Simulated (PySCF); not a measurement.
**Excited-state calculation, with input and output: Ge$_{2}$NH$_{7}$S**

The run: excited-state calculation of Ge$_{2}$NH$_{7}$S, SMILES [NH2][GeH2][S][GeH3]. Method and program: TDDFT PBE0/def2-SVPD, vertical, gas phase, core orbitals frozen in the response (PySCF 2.14.0).

The geometry comes from this level: GFN2-xTB.

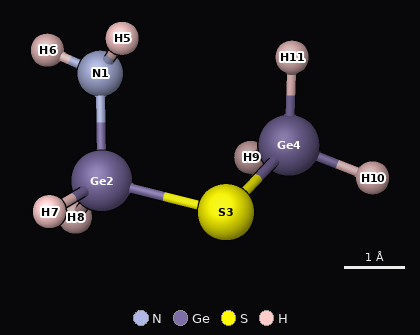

Figure 1. The structure as given in the input (ball-and-stick view, seen at a tilt; atoms are numbered from 1 in the order of the input). Sticks mark near contacts. Bond lengths as drawn: Ge–H 1.50 to 1.52 Å, Ge–N 1.82 Å, Ge–S 2.20 to 2.21 Å and H–N 1.01 Å.

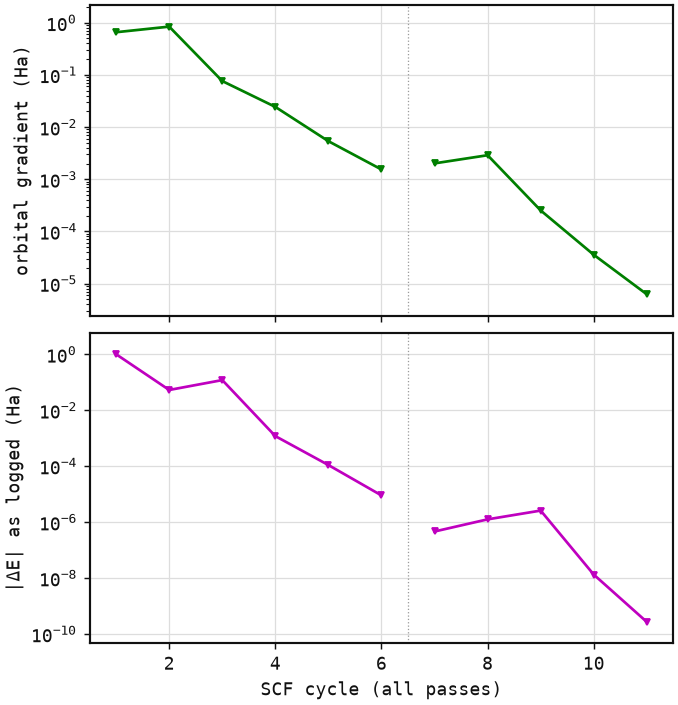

Figure 2. Convergence of the self-consistent field: orbital gradient and size of the energy change against the SCF cycle. The dotted line marks the change from a coarse to the final integration grid. The first 6 cycles use a coarse grid, the final grid takes over at cycle 7, and the field converges after 11 cycles in all.

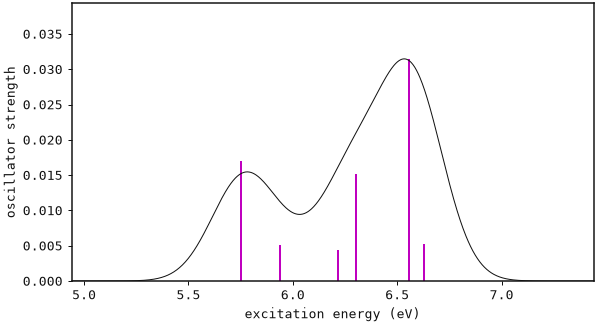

Figure 3. Computed excitations as sticks (degenerate states added up, dark ones marked on the axis), with a Gaussian envelope of 0.35 eV full width at half maximum, scaled to the tallest. Of the 6 states the lowest lies at 5.75 eV (f = 0.017); the strongest line is at 6.56 eV, or 189 nm (f = 0.031).

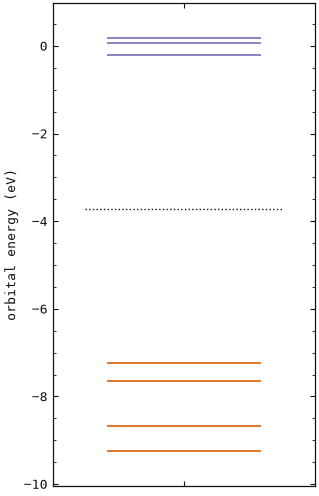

Figure 4. Orbital energies near the frontier; the dotted line parts filled from empty levels, and levels within 0.02 eV of each other stand side by side. Highest filled −7.23 eV, lowest empty −0.21 eV, 7.02 eV apart.

The input and output of the run follow.

**Input file**
```
{"job": {"kind": "uv", "xc": "PBE0", "basis": "def2-SVPD", "nstates": 6, "ntriplets": 2}, "charge": 0, "multiplicity": 1}
N     -1.400803     0.604115    -0.752559
Ge    -1.186395    -0.614101     0.578208
S      0.732259    -0.148610     1.567271
Ge     1.972533     0.115805    -0.233599
H     -1.326434     1.577558    -0.486680
H     -2.223930     0.495131    -1.328268
H     -2.233346    -0.617388     1.678380
H     -1.182692    -1.946639    -0.130491
H      1.735326    -0.972966    -1.238543
H      3.391205     0.064455     0.247173
H      1.727700     1.445310    -0.886935
```

The first line tells a small driver script what to run in PySCF; the rest is the geometry in Å.

Launched with:
```bash
OMP_NUM_THREADS=1 python <driver script> task.json out
```

**What the program printed**
```
coarse grid: 43576 points
cycle   1  E = -4609.7321415945  dE = -9.978e-01  |g| = 6.570e-01  |ddm| = 3.848e+00
cycle   2  E = -4609.6794227552  dE =  5.272e-02  |g| = 8.407e-01  |ddm| = 1.698e+00
cycle   3  E = -4609.7983892666  dE = -1.190e-01  |g| = 7.610e-02  |ddm| = 9.459e-01
cycle   4  E = -4609.7995693730  dE = -1.180e-03  |g| = 2.432e-02  |ddm| = 1.131e-01
cycle   5  E = -4609.7996784040  dE = -1.090e-04  |g| = 5.357e-03  |ddm| = 3.090e-02
cycle   6  E = -4609.7996873434  dE = -8.939e-06  |g| = 1.537e-03  |ddm| = 1.231e-02
final grid: 86424 points
cycle   7  E = -4609.7996721577  dE =  4.580e-07  |g| = 2.013e-03  |ddm| = 7.656e-03
cycle   8  E = -4609.7996709123  dE =  1.245e-06  |g| = 2.884e-03  |ddm| = 8.007e-03
cycle   9  E = -4609.7996734763  dE = -2.564e-06  |g| = 2.522e-04  |ddm| = 4.476e-03
cycle  10  E = -4609.7996734895  dE = -1.319e-08  |g| = 3.566e-05  |ddm| = 3.394e-04
cycle  11  E = -4609.7996734898  dE = -2.674e-10  |g| = 6.232e-06  |ddm| = 4.326e-05
converged SCF energy = -4609.7996734898

Static polarisability (au): isotropic 90.410, principal 76.596 87.575 107.057

Singlet excitations
state   eV       nm        f      main configurations
  1   5.7516    215.6   0.01705   H->L 0.87
  2   5.9365    208.9   0.00510   H->L+1 0.78, H->L+2 0.15
  3   6.2178    199.4   0.00445   H-1->L 0.66, H-1->L+1 0.17
  4   6.3016    196.8   0.01521   H->L+2 0.73, H->L+1 0.10
  5   6.5587    189.0   0.03147   H-1->L+2 0.82, H-1->L 0.09
  6   6.6291    187.0   0.00521   H-1->L+1 0.79, H-1->L 0.19

Triplet excitations (Tamm-Dancoff, eV): 5.3093 5.5570
```

**Results in brief**

| quantity | value |
| --- | --- |
| outcome | converged |
| total energy | −4609.799673 hartree |
| HOMO | −7.23 eV |
| LUMO | −0.21 eV |
| dipole moment | 1.97 D |
| mean polarisability | 90.41 a.u. |
| lowest singlet excitation | 5.75 eV |
| hardware | 1 CPU thread, shared host |
| wall time | 16 s |
| peak memory | 0.78 GiB |

**Notes**

Spin–orbit coupling is left out, which matters for the heavy atoms.
